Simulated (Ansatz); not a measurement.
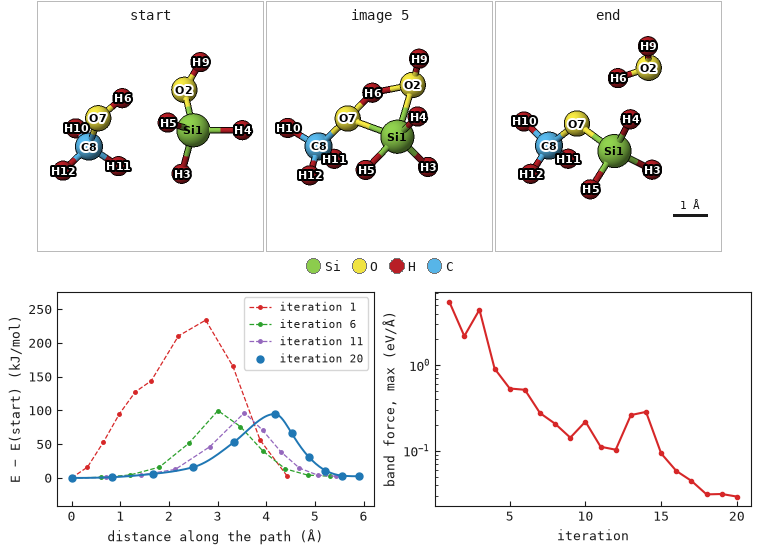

A search for the minimum-energy path of CH8O2Si by the nudged elastic band. Images are numbered from 0 (start) to 10 (end). The plot follows the band through its iterations. Style: ball-and-stick. Shown at a tilt.

Method: Ansatz, RKS PBE0-D4/def2-SVP. Set-up: 9 movable images; climbing image; force threshold 0.03 eV/Å; iteration limit 60; starting path through a guess of the saddle point.

### Did the band converge, and can the barrier be trusted?

The result is final at these settings. The band converged in 20 iterations. The largest component of the band force went from 5.6 to 0.029 eV/Å. The climbing image converged on the top of the path. Its vibrational analysis gives one imaginary mode (806i cm⁻¹), as a transition state must have. The first iteration put the highest image at 233.8 kJ/mol. The energy climbs by 94.7 kJ/mol to image 5 and then falls by 92.3 kJ/mol, so the end point sits at +2.5 kJ/mol.

The run took 6.5 min on 2 threads of Arm Neoverse V1 (shared host), peak memory 0.2 GiB.
